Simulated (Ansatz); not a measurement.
## SrHF (P4/nmm): refractive index against wavelength

The refractive index of SrHF (P4/nmm) along x below the direct gap (3.16 eV on the mesh) is read from one computed spectrum, n = √(Re ε). x, y and z are the Cartesian axes of the input cell.

Symmetry: P4/nmm, No. 129, tetragonal system. Conventional cell: a = 3.725 Å, b = 3.725 Å, c = 6.366 Å, α = 90.00°, β = 90.00°, γ = 90.00°. Sr on site c has 4 H at 2.40 Å and 5 F at 2.52 to 2.76 Å as nearest neighbours. F on site c has 5 Sr at 2.52 to 2.76 Å as nearest neighbours. H on site a is surrounded by 4 Sr at 2.40 Å and 4 H at 2.63 Å.

Method: Ansatz 0.2.0, PBE, independent particles, k-mesh 8×8×4 with interpolation inside its cells, Gaussian parameter 0.2 eV.

Launch of the response step: `ansatz run input.yaml --threads 2 --pin off --max-ram 5120MiB --backend cpu --events-out ev --progress --plain --runs-dir out`. The run took 40 s, on 2 threads of Arm Neoverse V1, on a shared host.

```
wavelength (nm)  photon energy E (eV)       n
           2000                 0.620  1.7740
           1550                 0.800  1.7763
           1310                 0.946  1.7787
           1064                 1.165  1.7830
            850                 1.459  1.7904
            700                 1.771  1.8005
            633                 1.959       ?
```

In the single-oscillator model n² − 1 = E₀E_d/(E₀² − E²), so 1/(n² − 1) = E₀/E_d − E²/(E₀E_d) is linear in E².

Working, on the rows shown:

| x = E² (eV²) | y = 1/(n² − 1) |
| --- | --- |
| 0.384302 | 0.46575 |
| 0.639837 | 0.463985 |
| 0.895757 | 0.462156 |
| 1.35784 | 0.458907 |
| 2.12762 | 0.453405 |
| 3.13716 | 0.44607 |

Means: x̄ = 1.4238, ȳ = 0.45838. Σ(x − x̄)(y − ȳ) = -0.03868, Σ(x − x̄)² = 5.409. Slope = -0.03868 / 5.409 = -0.00715; intercept = ȳ − slope · x̄ = 0.46856. Turned back into n, the line misses the rows shown by at most 8.1e-05.

Task: Fill in the last column of the withheld row.

Result: At x = 3.8364 the line gives y = 0.44113, that is 1.8075. The run gave 1.8078, so the extrapolation is off by 0.00034, 1.0 % of the range in the table.

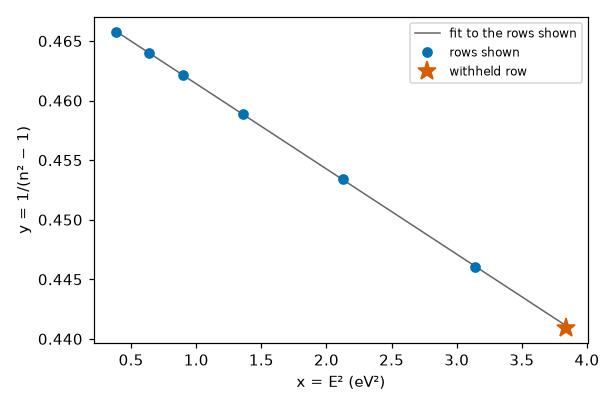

Refitted with all rows, the slope is -0.007197 and the intercept 0.46861. These give E₀ = √(intercept/−slope) = 8.07 eV and E_d = E₀/intercept = 17.2 eV; E₀ is 2.6 times the direct gap. The electronic limit at long wavelengths, without lattice vibrations, is n = √(1 + 1/intercept) = 1.770. The structure is a model and need not exist. Excitons are left out and so are local fields; PBE gaps are as a rule too small. Spin-orbit coupling is left out.

[Logs are printed without paths, hosts, clocks, repeated set-up lines and the standing remarks that a program may print on its own settings, such as how far it seeks lower states.]
